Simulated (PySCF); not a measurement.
# NMR shielding calculation, with input and output: C₆H₁₀OSi

System: C₆H₁₀OSi.
Method: GIAO PBE0/pcSseg-1 NMR shielding, non-relativistic, gas phase (PySCF 2.14.0).

The geometry comes from this level: GFN2-xTB, NEB image 4 of 0 to 8. It belongs to a series of runs on one base structure; here: NEB image 4 of 0 to 8. Figures and captions count atoms from 1; the log counts them from 0 in places.

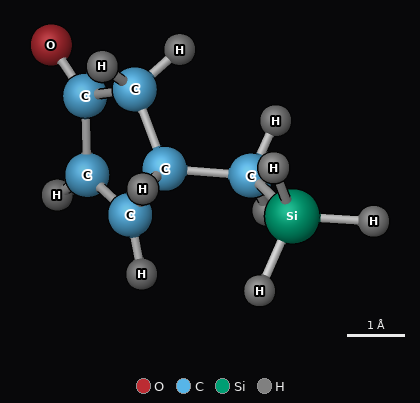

The input geometry (ball-and-stick view, seen at a tilt). Bond lengths as drawn: C–C 1.33 to 1.54 Å, C–H 1.08 to 1.10 Å, C–O 1.21 Å, C–Si 1.90 Å and H–Si 1.46 to 1.47 Å.

Summary

- outcome: converged
- total energy: −598.814013 hartree
- HOMO: −7.13 eV
- LUMO: −1.43 eV
- dipole moment: 3.42 D
- isotropic shielding, O: −298.8 ppm
- isotropic shielding, C: −24.3 to 170.2 ppm
- isotropic shielding, Si: 420.0 ppm
- isotropic shielding, H: 24.0 to 30.9 ppm
- hardware: 1 CPU thread, shared host
- wall time: 24 s
- peak memory: 0.88 GiB

Input file
```
{"job": {"kind": "nmr", "xc": "PBE0", "basis": "pcSseg-1", "pop": false}, "charge": 0, "multiplicity": 1}
O     -1.797200     2.258400     2.242900
C     -1.454100     1.410400     1.456300
C     -2.260100     0.797600     0.391800
C     -1.544700    -0.109300    -0.270900
C     -0.138700    -0.242600     0.231700
C      0.881000     0.004000    -0.900700
Si     2.015900    -1.478900    -1.268300
C     -0.074400     0.773500     1.379400
H     -3.283900     1.077500     0.214400
H     -1.889900    -0.704000    -1.102000
H     -0.005400    -1.255700     0.626900
H      0.340900     0.270000    -1.810700
H      1.488700     0.876400    -0.659500
H      2.806600    -1.806100    -0.080400
H      1.178400    -2.627700    -1.622900
H      2.896100    -1.115500    -2.378000
H      0.659300     1.559300     1.199400
H      0.172800     0.319100     2.339000
```

The first line tells a small driver script what to run in PySCF; the rest is the geometry in Å.

Launch command:
```bash
OMP_NUM_THREADS=1 python <driver script> task.json out
```

Output
```
coarse grid: 15432 points
cycle   1  E = -598.6230083663  dE =  1.101e+00  |g| = 7.931e-01  |ddm| = 3.849e+00
cycle   2  E = -598.2467851383  dE =  3.762e-01  |g| = 1.587e+00  |ddm| = 2.964e+00
cycle   3  E = -598.7453956597  dE = -4.986e-01  |g| = 2.006e-01  |ddm| = 2.314e+00
cycle   4  E = -598.7544579730  dE = -9.062e-03  |g| = 6.487e-02  |ddm| = 2.410e-01
cycle   5  E = -598.7553960788  dE = -9.381e-04  |g| = 2.135e-02  |ddm| = 7.852e-02
cycle   6  E = -598.7555010738  dE = -1.050e-04  |g| = 6.897e-03  |ddm| = 2.398e-02
cycle   7  E = -598.7555122337  dE = -1.116e-05  |g| = 1.975e-03  |ddm| = 7.498e-03
cycle   8  E = -598.7555130412  dE = -8.075e-07  |g| = 5.773e-04  |ddm| = 2.329e-03
final grid: 144104 points
cycle   9  E = -598.8139805750  dE = -1.984e-05  |g| = 1.253e-02  |ddm| = 3.573e-02
cycle  10  E = -598.8138864446  dE =  9.413e-05  |g| = 2.516e-02  |ddm| = 3.334e-02
cycle  11  E = -598.8140125471  dE = -1.261e-04  |g| = 2.068e-03  |ddm| = 2.444e-02
cycle  12  E = -598.8140134791  dE = -9.320e-07  |g| = 2.385e-04  |ddm| = 2.102e-03
cycle  13  E = -598.8140134908  dE = -1.175e-08  |g| = 9.695e-05  |ddm| = 3.639e-04
cycle  14  E = -598.8140134930  dE = -2.193e-09  |g| = 2.282e-05  |ddm| = 1.034e-04
cycle  15  E = -598.8140134931  dE = -1.180e-10  |g| = 5.270e-06  |ddm| = 2.752e-05
```

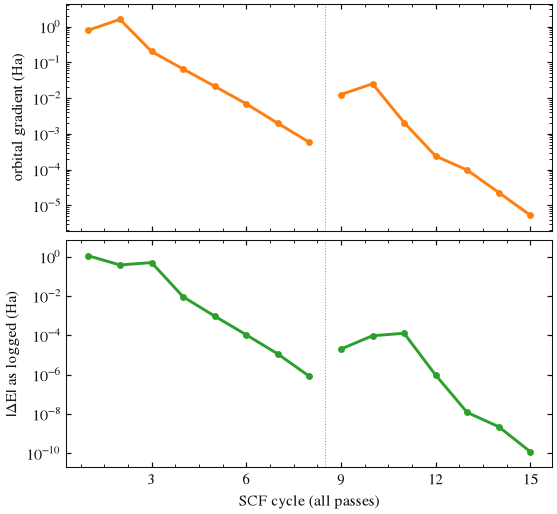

Convergence of the self-consistent field: orbital gradient and size of the energy change against the SCF cycle. The dotted line marks the change from a coarse to the final integration grid. The first 8 cycles use a coarse grid, the final grid takes over at cycle 9, and the field converges after 15 cycles in all.

```
converged SCF energy = -598.8140134931

GIAO shielding tensors (ppm)
atom      isotropic    diamagn.    paramagn.     s11        s22        s33       span
  0 O     -298.825     394.127    -692.952   -884.632   -365.747    353.905   1238.537
  1 C      -24.267     250.465    -274.733   -101.362    -31.343     59.904    161.265
  2 C       47.721     255.092    -207.371    -49.700     54.831    138.032    187.731
  3 C        8.921     256.096    -247.175   -124.126      7.336    143.554    267.681
  4 C      147.729     246.944     -99.215    139.400    145.883    157.905     18.504
  5 C      170.157     250.738     -80.581    140.639    168.770    201.062     60.424
  6 Si     420.024     879.376    -459.353    395.249    399.773    465.049     69.801
  7 C      137.378     250.088    -112.710    113.660    138.095    160.379     46.719
  8 H       25.526      30.820      -5.294     23.911     24.841     27.824      3.913
  9 H       23.959      32.093      -8.133     19.272     24.433     28.174      8.902
 10 H       29.064      33.071      -4.007     24.574     29.036     33.582      9.008
 11 H       30.723      32.036      -1.313     26.232     30.120     35.817      9.585
 12 H       30.904      32.152      -1.248     25.454     31.002     36.257     10.803
 13 H       27.788      28.872      -1.083     24.284     26.395     32.686      8.402
 14 H       27.817      28.993      -1.176     24.336     26.401     32.713      8.376
 15 H       27.745      28.159      -0.414     24.276     25.206     33.755      9.479
 16 H       29.867      31.449      -1.582     25.482     30.493     33.626      8.144
 17 H       28.913      30.351      -1.438     24.880     27.832     34.026      9.147
```

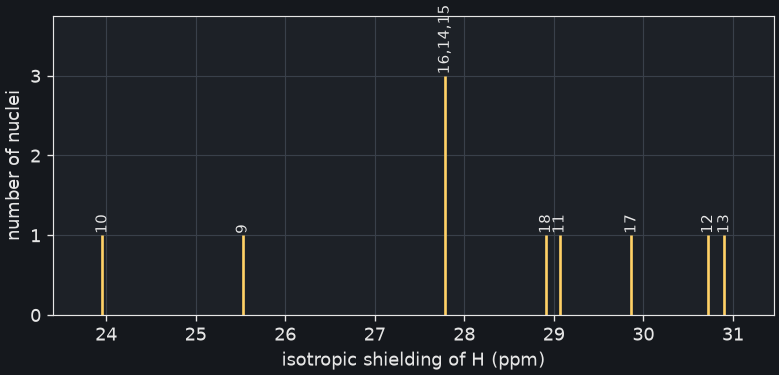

Isotropic shieldings of the hydrogen nuclei in this fixed geometry, labelled by atom number; shielding grows to the right, so chemical shift grows to the left. The least shielded is H10 (24.0 ppm), the most shielded H13 (30.9 ppm).
